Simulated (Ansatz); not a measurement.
# Carrier doping in hypothetical P6_422 SiC

The parent structure is SiC (space group P6_422, No. 181; a = 3.0657 Å, c = 7.0310 Å; a hypothetical phase, not in the database extracts checked).

Carriers are added at fixed cell with a uniform background; the Fermi–Dirac width is that of 300 K.

Computed with DFT with PBEsol, PAW potentials and a 420 eV plane-wave cutoff in Ansatz (a quantum-chemistry and plane-wave program), no spin-orbit coupling.

Notes on the quantities. Fermi level from band edge: Fermi level relative to the doped band's edge (positive inside the band; to 0.05 eV).

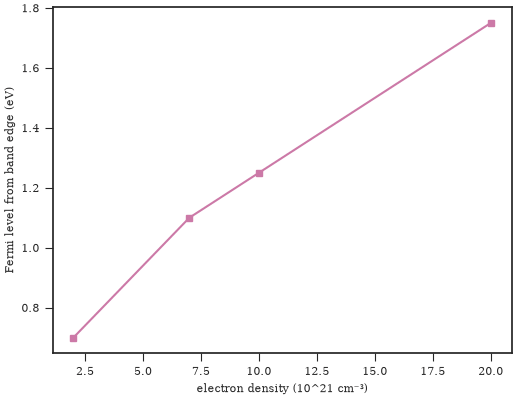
*Fermi level from band edge against electron density*

### Question
From the plot, what is the Fermi level from band edge for electrons 7.0×10^21 cm⁻³?

### Answer
About 1.10 eV.

### Question
Is the trend monotonic over the range shown?

### Answer
Yes, it rises throughout, spanning +0.70 eV to +1.75 eV.

Carriers are added with a uniform compensating background; total energy and stress of such cells depend on the potential's zero and are not compared; many-body gap narrowing is missing at this level. Stability against distortions was not tested. The base started in P3_121 and relaxed to P6_422 at this level.
